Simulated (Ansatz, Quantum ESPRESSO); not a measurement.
# MoSi2N4, 1 layer: the dipole at a withheld member of a series

Method. Quantum ESPRESSO 7.5, PBE, GBRV ultrasoft. Cell and atoms are relaxed without a field with a D3(BJ) correction and then held. Sawtooth field with dipole correction, 17 Å of vacuum in the starting cell, Fermi-Dirac smearing of 0.002 Ry; bands along a path at each field. The series steps the field along the normal.

| field along the normal | dipole (e Å) |
| --- | --- |
| 0 V/Å | −0.0000 |
| 0.05 V/Å | 0.0157 |
| 0.1 V/Å | 0.0314 |
| 0.2 V/Å | 0.0628 |
| 0.3 V/Å | 0.0942 |

**Question.** What is the dipole at 0.4 V/Å?

By hand: The rows at 0.2 V/Å and 0.3 V/Å give a slope of (0.0942 − (0.0628))/(0.3 − (0.2)) = 0.314, so a straight line gives 0.1256 e Å. A parabola through these and the row at 0.1 V/Å gives 0.1256 e Å.

**The withheld run.** 0.1256 e Å. The line misses by 0.0000 and the parabola by 0.0000 e Å. Both misses are under 5 % of the step from the nearer row.

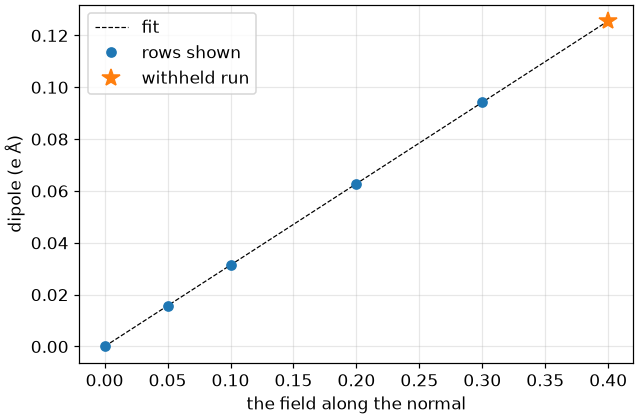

The rows shown, the fit and the withheld run.

Caveats: Ions are held; semilocal gaps are too small; in strong fields empty levels can belong to the vacuum; one stacking. Members without a usable value, or on the other side of zero field or charge, are not listed.
